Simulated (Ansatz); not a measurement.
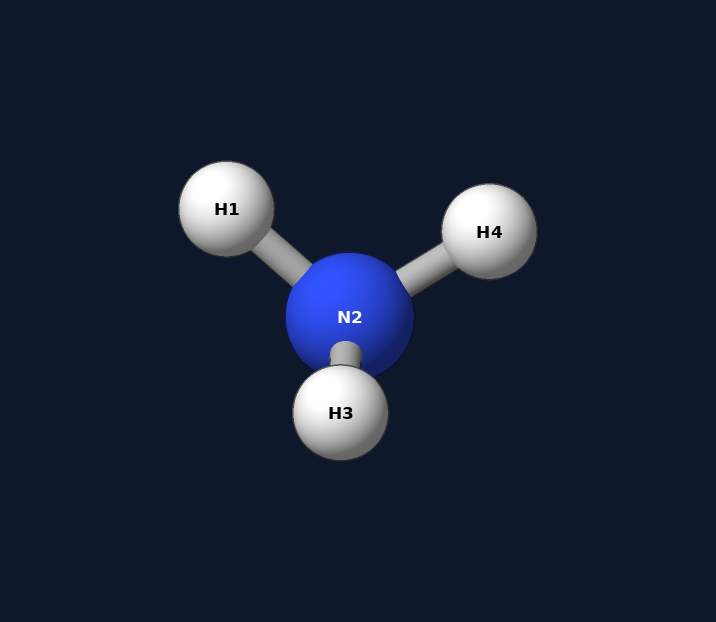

The questions are on Mulliken charges. The geometry was computed by an optimisation with PBE0-D4/def2-TZVP. Properties computed with RKS PBE0-D4/def2-TZVP (Ansatz 0.2.0).

Give the Mulliken charges atom by atom.

```
atom  value (e)
  H1       0.23
  N2      −0.70
  H3       0.23
  H4       0.23
```

Mulliken values depend strongly on the basis set and can even reverse the polarity of a bond.
